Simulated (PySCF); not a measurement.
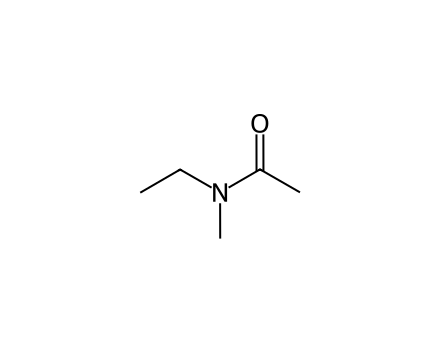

Give its SMILES.

Answer. CCN(C)C(C)=O

Give the formula, hydrogens included.

Answer. C5H11NO.

An optimisation with GFN2-xTB gave a structure of which point group?

Answer. C1. Other conformers may differ.

More results for the same structure follow; atom numbers are the same in all pictures, views and colours differ. The geometry was computed by an optimisation with GFN2-xTB. No frequency run is at hand to confirm it as a minimum.

Dipole moment

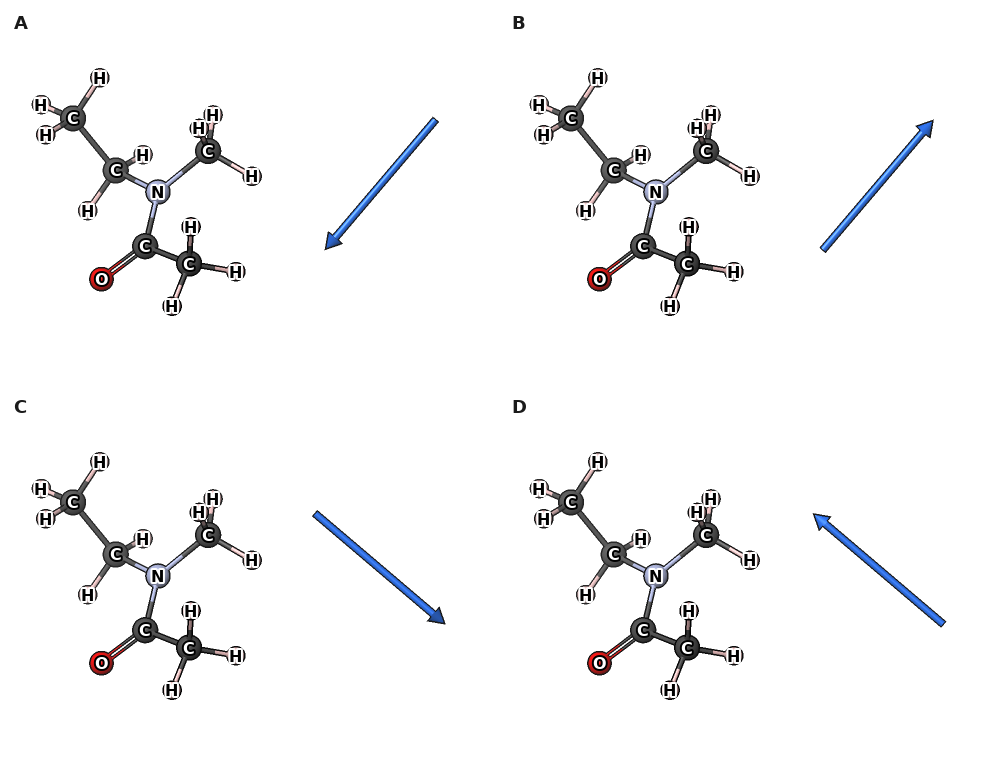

The same molecule four times, each with an arrow. No frequency run is at hand to confirm it as a minimum. Method: PBE0/def2-SVPD, gas phase (PySCF 2.14.0).

Which arrow points along the dipole moment, from the negative to the positive end?

Answer. B. The dipole moment is 3.96 D.

Quadrupole coupling

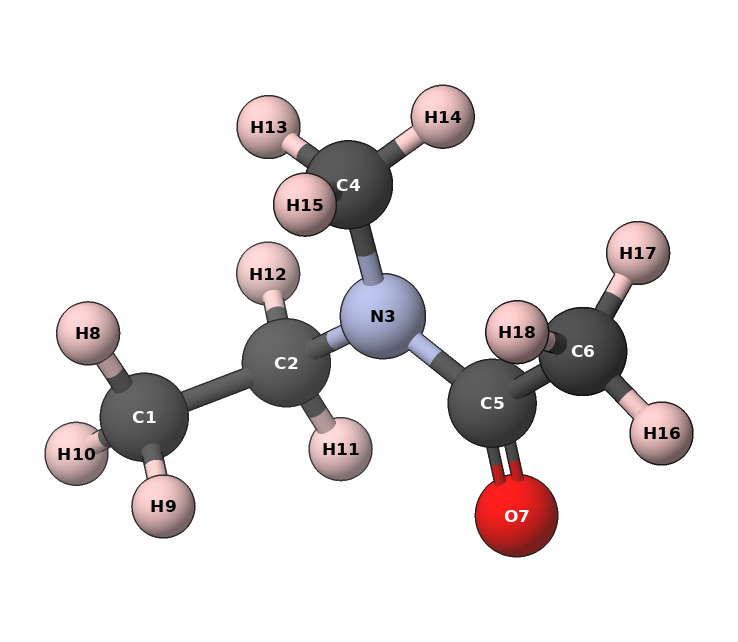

No frequency run is at hand to confirm it as a minimum. Electric field gradients from the ground-state density, PBE0/pcSseg-1 (PySCF 2.14.0), non-relativistic apart from any core potentials.

Give the largest field-gradient component, the quadrupole coupling constant and the asymmetry for 14N at N3 (Q = 20.44 mb), 17O at O7 (Q = −25.6 mb), 2H at H8 (Q = 2.86 mb), 2H at H9 (Q = 2.86 mb), 2H at H10 (Q = 2.86 mb), 2H at H11 (Q = 2.86 mb).

```json
{"atom": "N3", "V_zz (a.u.)": "−1.048", "e²qQ/h (MHz)": "−5.03", "η": "0.14"}
{"atom": "O7", "V_zz (a.u.)": "−1.619", "e²qQ/h (MHz)": "9.74", "η": "0.06"}
{"atom": "H8", "V_zz (a.u.)": "0.315", "e²qQ/h (MHz)": "0.211", "η": "0.03"}
{"atom": "H9", "V_zz (a.u.)": "0.314", "e²qQ/h (MHz)": "0.211", "η": "0.01"}
{"atom": "H10", "V_zz (a.u.)": "0.317", "e²qQ/h (MHz)": "0.213", "η": "0.02"}
{"atom": "H11", "V_zz (a.u.)": "0.288", "e²qQ/h (MHz)": "0.194", "η": "0.05"}
```

Charges

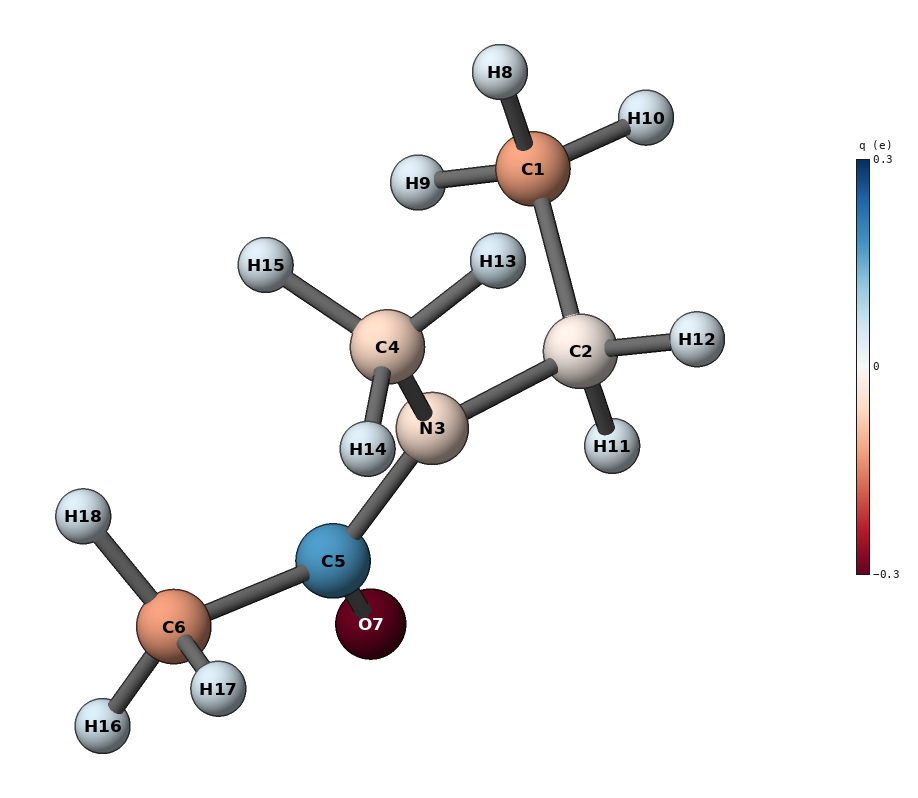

Atoms are coloured by their Hirshfeld charges. No frequency run is at hand to confirm it as a minimum. Properties computed with PBE0/pcSseg-1, gas phase (PySCF 2.14.0).

Which atom carries the highest charge (most positive or least negative)?

Answer. C5 (0.17 e).

And the lowest?

Answer. O7 (−0.30 e).

Give the Hirshfeld charges atom by atom.

```
atom  value (e)
  C1      −0.12
  C2      −0.02
  N3      −0.04
  C4      −0.06
  C5       0.17
  C6      −0.12
  O7      −0.30
  H8       0.04
  H9       0.04
 H10       0.05
 H11       0.04
 H12       0.04
 H13       0.05
 H14       0.05
 H15       0.04
 H16       0.05
 H17       0.05
 H18       0.05
```

NMR shielding

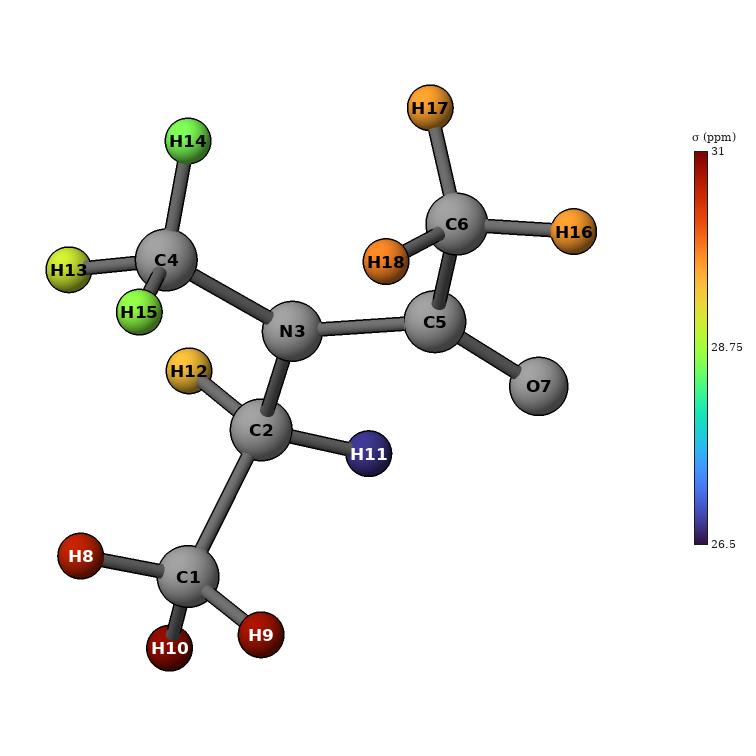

Atoms are coloured by their isotropic NMR shieldings (H only, the others grey). No frequency run is at hand to confirm it as a minimum. Properties computed with GIAO PBE0/pcSseg-1 NMR shielding, non-relativistic, gas phase (PySCF 2.14.0).

Which H atom is the most shielded (lowest chemical shift)?

Answer. H10 (30.87 ppm).

Which H atom is the least shielded (highest chemical shift)?

Answer. H11 (26.74 ppm).

How wide is the range of H shifts?

Answer. 4.13 ppm.

List the isotropic NMR shieldings of the H atoms.

```tsv
atom	σ (ppm)
H8	30.57
H9	30.74
H10	30.87
H11	26.74
H12	29.47
H13	29.05
H14	28.56
H15	28.66
H16	29.69
H17	29.67
H18	29.82
```
